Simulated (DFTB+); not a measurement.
Run report: In₃H₃S₃, single-point calculation

In₃H₃S₃ ((HInS)3 ring), computed with GFN2-xTB, R-SCC, dispersion built in (DFTB+ 25.1).

The run did not end well. The geometry comes from this level: GFN2-xTB.

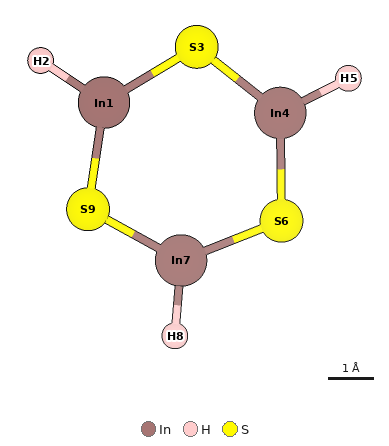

**Figure 1.** The structure (ball-and-stick view, seen on its broad side; atoms are numbered from 1 in the order of the input). Sticks mark near contacts.

What the run reported

| quantity | value |
| --- | --- |
| outcome | not converged |
| hardware | 1 thread of Intel Xeon @ 2.50GHz (Skylake/Cascade Lake), 32 GiB of memory available, shared host |
| peak memory | 0.072 GiB |

What went wrong

Settings chosen away from the usual ones: mixer. The run did not converge. Its last values are not results.

Input (dftb_in.hsd)
```
Geometry = GenFormat {
  <<< "start.gen"
}

Hamiltonian = xTB {
  Method = "GFN2-xTB"
  MaxSCCIterations = 100
  Mixer = Simple {}
  Filling = Fermi {
    Temperature [K] = 300
  }
}

Options = {
  WriteResultsTag = Yes
}

ParserOptions = {
  ParserVersion = 14
}
```

File start.gen
```
9 C
In H S
   1  1      0.785870      2.099490      0.560060
   2  2      1.410720      3.638690      1.027470
   3  3     -1.299130      1.446130      1.628920
   4  1     -1.969370     -0.781160      0.921030
   5  2     -3.392950     -1.399660      1.676090
   6  3     -0.922170     -2.254350     -0.703650
   7  1      1.165150     -1.306270     -1.505090
   8  2      2.099880     -2.326960     -2.536280
   9  3      2.121990      0.884090     -1.068550
```

Launch command:
```bash
dftb+ > dftb.out
```

Log
```
|  DFTB+ development version (commit: a23bfb2)

Reading input file 'dftb_in.hsd'
Parser version: 14

--------------------------------------------------------------------------------

Processed input in HSD format written to 'dftb_pin.hsd'

Starting initialization...
--------------------------------------------------------------------------------
OpenMP threads:              1
Chosen random seed:          474251830
Current stacksize:           unlimited
Mode:                        Static calculation
Self consistent charges:     Yes
SCC-tolerance:                 0.100000E-04
Max. scc iterations:                    100
Shell resolved Hubbard:      Yes
Spin polarisation:           No
Nr. of up electrons:            15.000000
Nr. of down electrons:          15.000000
Periodic boundaries:         No
Electronic solver:           Relatively robust
Mixer:                       Simple mixer
Mixing parameter:                  0.050000
Max. SCC-cycles:                        100
tblite library version:      0.3.0
-> parametrization:          GFN2-xTB
-> repulsion:                Yes
-> dispersion:               Yes
-> halogen bonding:          No
-> electrostatics:           Yes
   -> isotropic:             Yes
   -> anisotropic:           Yes
   -> third-order:           Yes
Electronic temperature:              0.950045E-03 H      0.258520E-01 eV
Initial charges:             Set automatically (system chrg:   0.000E+00)
Included shells:            In:  s, p, d
                             H:  s
                             S:  s, p, d
Extra options:
                             Mulliken analysis

--------------------------------------------------------------------------------

***  Geometry step: 0

 iSCC Total electronic   Diff electronic      SCC error
    1   -0.14793198E+02    0.00000000E+00    0.15723957E+01
    2   -0.14863901E+02   -0.14793198E+02    0.15161677E+01
    3   -0.14918597E+02   -0.70703554E-01    0.14555837E+01
    4   -0.14960115E+02   -0.54695682E-01    0.13924826E+01
    5   -0.14991167E+02   -0.41517423E-01    0.13283529E+01
    6   -0.15014125E+02   -0.31052381E-01    0.12643517E+01
    7   -0.15030941E+02   -0.22958131E-01    0.12013454E+01
    8   -0.15043161E+02   -0.16816284E-01    0.11399582E+01
    9   -0.15051975E+02   -0.12219755E-01    0.10806199E+01
   10   -0.15058282E+02   -0.88135809E-02    0.10236089E+01
   11   -0.15062755E+02   -0.63073087E-02    0.96908894E+00
   12   -0.15065889E+02   -0.44726088E-02    0.91713771E+00
   13   -0.15068051E+02   -0.31346499E-02    0.86777044E+00
   14   -0.15069508E+02   -0.21619060E-02    0.82095746E+00
   15   -0.15070454E+02   -0.14566031E-02    0.77663779E+00
   16   -0.15071034E+02   -0.94663916E-03    0.73472925E+00
   17   -0.15071349E+02   -0.57912659E-03    0.69513602E+00
   18   -0.15071476E+02   -0.31540433E-03    0.65775417E+00
   19   -0.15071470E+02   -0.12726916E-03    0.62247571E+00
   20   -0.15071371E+02    0.58311693E-05    0.59511334E+00
   21   -0.15071209E+02    0.98868381E-04    0.57123174E+00
   22   -0.15071003E+02    0.16275109E-03    0.54792946E+00
   23   -0.15070771E+02    0.20543219E-03    0.52525841E+00
   24   -0.15070522E+02    0.23271483E-03    0.50325579E+00
   25   -0.15070265E+02    0.24883808E-03    0.48194682E+00
   26   -0.15070006E+02    0.25690221E-03    0.46134693E+00
   27   -0.15069748E+02    0.25917740E-03    0.44146360E+00
   28   -0.15069496E+02    0.25732795E-03    0.42229787E+00
   29   -0.15069250E+02    0.25257526E-03    0.40384558E+00
   30   -0.15069012E+02    0.24581636E-03    0.38609844E+00
   31   -0.15068783E+02    0.23771028E-03    0.36904486E+00
   32   -0.15068564E+02    0.22874105E-03    0.35267068E+00
   33   -0.15068355E+02    0.21926373E-03    0.33695976E+00
   34   -0.15068155E+02    0.20953816E-03    0.32189447E+00
   35   -0.15067965E+02    0.19975369E-03    0.30745612E+00
   36   -0.15067784E+02    0.19004738E-03    0.29362524E+00
   37   -0.15067613E+02    0.18051740E-03    0.28038192E+00
   38   -0.15067451E+02    0.17123299E-03    0.26770599E+00
   39   -0.15067297E+02    0.16224179E-03    0.25557723E+00
   40   -0.15067152E+02    0.15357530E-03    0.24397550E+00
   41   -0.15067015E+02    0.14525300E-03    0.23288087E+00
   42   -0.15066885E+02    0.13728534E-03    0.22227374E+00
   43   -0.15066763E+02    0.12967612E-03    0.21213485E+00
   44   -0.15066647E+02    0.12242412E-03    0.20244542E+00
   45   -0.15066538E+02    0.11552450E-03    0.19318712E+00
   46   -0.15066435E+02    0.10896971E-03    0.18434216E+00
   47   -0.15066339E+02    0.10275030E-03    0.17589328E+00
   48   -0.15066247E+02    0.96855471E-04    0.16782379E+00
   49   -0.15066161E+02    0.91273525E-04    0.16011754E+00
   50   -0.15066080E+02    0.85992191E-04    0.15275895E+00
   51   -0.15066004E+02    0.80998894E-04    0.14573303E+00
   52   -0.15065932E+02    0.76280947E-04    0.13902532E+00
   53   -0.15065865E+02    0.71825703E-04    0.13262192E+00
   54   -0.15065801E+02    0.67620674E-04    0.12650949E+00
   55   -0.15065741E+02    0.63653613E-04    0.12067519E+00
   56   -0.15065685E+02    0.59912579E-04    0.11510673E+00
   57   -0.15065632E+02    0.56385989E-04    0.10979230E+00
   58   -0.15065582E+02    0.53062647E-04    0.10472058E+00
   59   -0.15065535E+02    0.49931766E-04    0.99880733E-01
   60   -0.15065490E+02    0.46982987E-04    0.95262373E-01
   61   -0.15065449E+02    0.44206383E-04    0.90855556E-01
   62   -0.15065410E+02    0.41592460E-04    0.86650767E-01
   63   -0.15065373E+02    0.39132160E-04    0.82638896E-01
   64   -0.15065338E+02    0.36816847E-04    0.78811234E-01
   65   -0.15065306E+02    0.34638308E-04    0.75159446E-01
   66   -0.15065275E+02    0.32588736E-04    0.71675566E-01
   67   -0.15065246E+02    0.30660721E-04    0.68351975E-01
   68   -0.15065219E+02    0.28847238E-04    0.65181392E-01
   69   -0.15065193E+02    0.27141633E-04    0.62156858E-01
   70   -0.15065169E+02    0.25537606E-04    0.59271722E-01
   71   -0.15065147E+02    0.24029199E-04    0.56519631E-01
   72   -0.15065126E+02    0.22610785E-04    0.53894514E-01
   73   -0.15065106E+02    0.21277045E-04    0.51390572E-01
   74   -0.15065087E+02    0.20022961E-04    0.49002265E-01
   75   -0.15065069E+02    0.18843798E-04    0.46724304E-01
   76   -0.15065052E+02    0.17735093E-04    0.44551637E-01
   77   -0.15065037E+02    0.16692637E-04    0.42479439E-01
   78   -0.15065022E+02    0.15712467E-04    0.40503102E-01
   79   -0.15065008E+02    0.14790850E-04    0.38618230E-01
   80   -0.15064995E+02    0.13924271E-04    0.36820622E-01
   81   -0.15064982E+02    0.13109423E-04    0.35106269E-01
   82   -0.15064971E+02    0.12343193E-04    0.33471345E-01
   83   -0.15064960E+02    0.11622654E-04    0.31912195E-01
   84   -0.15064950E+02    0.10945053E-04    0.30425334E-01
   85   -0.15064940E+02    0.10307801E-04    0.29007431E-01
   86   -0.15064931E+02    0.97084651E-05    0.27655310E-01
   87   -0.15064922E+02    0.91447579E-05    0.26365940E-01
   88   -0.15064914E+02    0.86145300E-05    0.25136427E-01
   89   -0.15064906E+02    0.81157617E-05    0.23964009E-01
   90   -0.15064899E+02    0.76465554E-05    0.22846051E-01
   91   -0.15064892E+02    0.72051284E-05    0.21780037E-01
   92   -0.15064886E+02    0.67898062E-05    0.20763570E-01
   93   -0.15064880E+02    0.63990157E-05    0.19794358E-01
   94   -0.15064874E+02    0.60312796E-05    0.18870217E-01
   95   -0.15064869E+02    0.56852103E-05    0.17989062E-01
   96   -0.15064864E+02    0.53595048E-05    0.17148905E-01
   97   -0.15064859E+02    0.50529391E-05    0.16347848E-01
   98   -0.15064855E+02    0.47643639E-05    0.15584079E-01
   99   -0.15064850E+02    0.44926999E-05    0.14855873E-01
  100   -0.15064846E+02    0.42369336E-05    0.14161581E-01
ERROR!
-> SCC is NOT converged, maximal SCC iterations exceeded
ERROR STOP
```
